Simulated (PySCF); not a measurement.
## A study: Cl₂H₄OSi₂, SMILES `[SiH3]O[SiH](Cl)Cl`

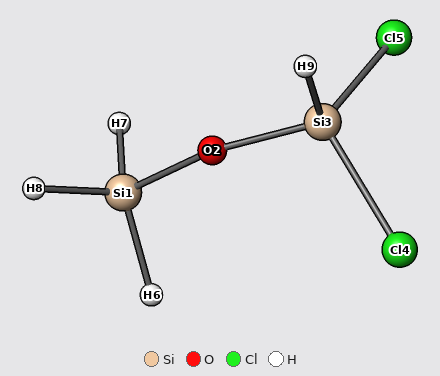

The molecule, with its atoms numbered as below. No frequency check shows the geometry to be a minimum.

Coordinates in Å:

```
Si1     -2.5291    0.0227    0.2225
O2      -1.0414    0.0466   -0.4550
Si3      0.5566   -0.0001   -0.5950
Cl4      1.3298    1.6191    0.2921
Cl5      1.2462   -1.6625    0.2817
H6      -2.5166    0.9820    1.3233
H7      -2.7483   -1.3452    0.6831
H8      -3.3930    0.4154   -0.8843
H9       0.8120   -0.0035   -2.0196
```

## 1. Bonding charge

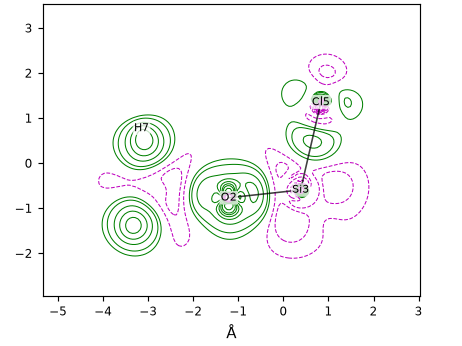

Deformation density (molecule less spherical, spin-averaged free atoms) in the plane of O2, Si3, Cl5 and H7; contours at ±0.05 to ±0.8 e/Å³; solid green lines: gain, dashed magenta lines: loss.

Method: HF/def2-SVP; geometry: GFN2-xTB; program: PySCF.

How much density has each bond in this plane gained at its critical point, relative to the free atoms?

Answer. Si3–Cl5: +0.06 e/Å³ at the bond critical point (bond length 2.00 Å, Mayer order 1.0); up to 0.6 Å beside the axis the gain reaches +0.23 e/Å³. O2–Si3: +0.02 e/Å³ at the bond critical point (bond length 1.60 Å, Mayer order 1.0); up to 0.6 Å beside the axis the gain reaches +0.34 e/Å³. In all, 2.3 electrons gather in the regions of gain relative to the promolecule. A small or negative value marks a very polar bond, one between electron-rich atoms, whose free-atom densities already overlap strongly, a long bond to a heavier atom, or a closed-shell contact such as a hydrogen bond.

Where do the Hirshfeld charges lie?

Answer. The highest Hirshfeld charge is on Si3 (+0.48 e), the lowest on O2 (−0.38 e).

## 2. Local ionisation energy

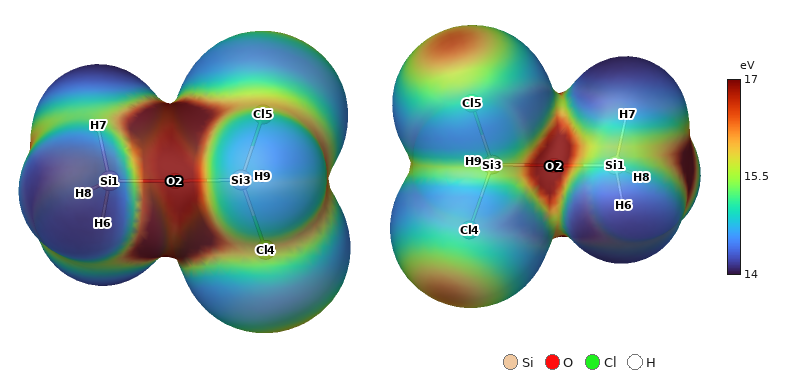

Average local ionisation energy on the surface of electron density 0.001 a.u. (back view left, front view right).

Where are the most loosely bound electrons on this surface?

Answer. The lowest value is 14.1 eV, 1.5 Å from H8. Further minima include 14.5 eV, 2.1 Å from Cl4; 14.5 eV, 2.1 Å from Cl4. For comparison, the highest occupied orbital lies at −12.5 eV.

## 3. Localised orbitals

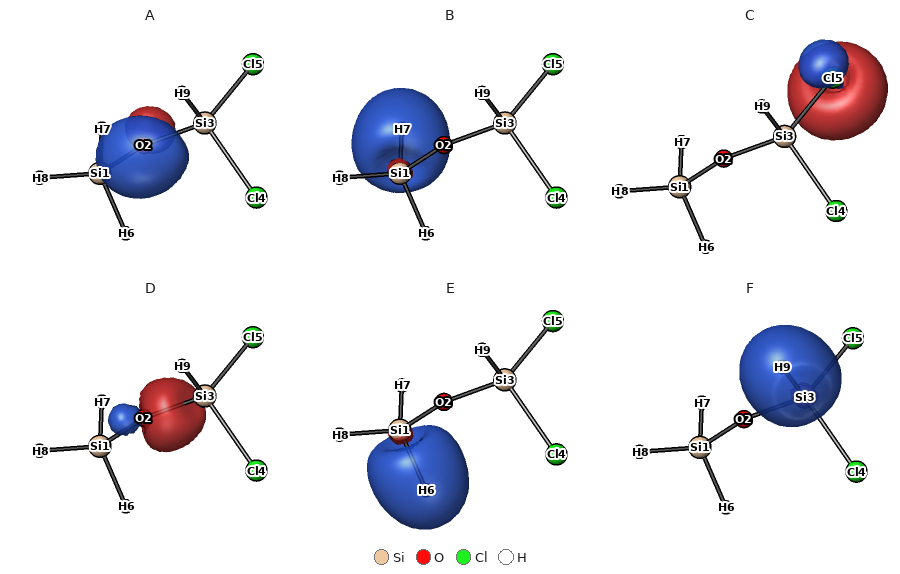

Foster–Boys orbitals, occupied; each surface holds about 80 % of the orbital's density. Energies are diagonal elements of the Fock matrix.

Computed with PySCF, PBE0/def2-SVP, geometry: GFN2-xTB.

Name the orbitals, with their atomic make-up and energies.

Answer. By panel:
- A: lone pair on O2 (sp3.8-type) (O2 89 %, Si3 7 %; −14.3 eV)
- B: σ bond H7–Si1 (H7 55 %, Si1 44 %; −11.6 eV)
- C: lone pair on Cl5 (sp2.6-type) (Cl5 97 %; −13.0 eV)
- D: pair mostly on O2, shared in part with Si3 (O2 80 %, Si3 18 %; −17.6 eV)
- E: σ bond H6–Si1 (H6 55 %, Si1 44 %; −11.6 eV)
- F: σ bond H9–Si3 (H9 55 %, Si3 44 %; −11.9 eV)

How do all the valence pairs divide up?

Answer. 16 pairs: 8 lone pairs, 7 σ bonds and 1 strongly polarised pair.
